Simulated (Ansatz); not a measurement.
Hypothetical fluorite ZrS2: S → Si

Take ZrS2 in the fluorite structure (space group Fm-3m, No. 225; a = 6.2633 Å; a hypothetical phase, not in the database extracts checked) as the base.

The change: every S is replaced by Si, then cell and atoms are relaxed.

The values are results of PBE (Ansatz, a quantum-chemistry and plane-wave program, PAW, no spin-orbit coupling), earlier PAW set, not measurements. Γ-centred 13×13×13 mesh, Fermi–Dirac width 0.05 eV.

```tsv
quantity	base	changed	shift
volume per atom	20.48 Å³	20.78 Å³	+0.30 Å³
density	4.20 g/cm³	3.93 g/cm³	-0.27 g/cm³
lattice parameter a	6.263 Å	6.294 Å	+0.031 Å
space group	Fm-3m (No. 225)	Fm-3m (No. 225)	–
shortest interatomic distance	2.712 Å	2.725 Å	+0.013 Å
band gap	zero	zero	–
```

Final structure:

```xyz
3
Lattice="0.0000 3.1471 3.1471 3.1471 0.0000 3.1471 3.1471 3.1471 0.0000" Properties=species:S:1:pos:R:3 pbc="T T T"
Zr     0.0000     0.0000     0.0000
Si     1.5736     1.5736     1.5736
Si     4.7207     4.7207     4.7207
```

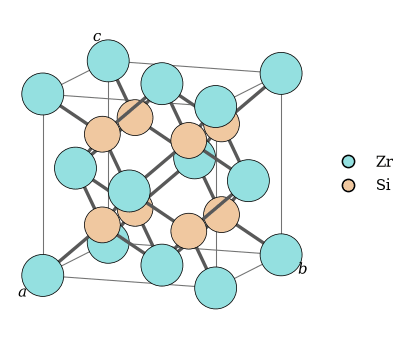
Figure: The relaxed conventional cell after the change

Cost of the whole job for the changed cell (relaxation, final SCF and bands): around 18 core-seconds (rough).

Stability against distortions was not tested. As relaxed here, ZrSi2 is a hypothetical phase, not in the database extracts checked. All final runs are without spin polarisation. ZrSi2 has a high density of states at the Fermi level and may be magnetic at this level. The zero or small gap of ZrS2 can change with the level of theory.
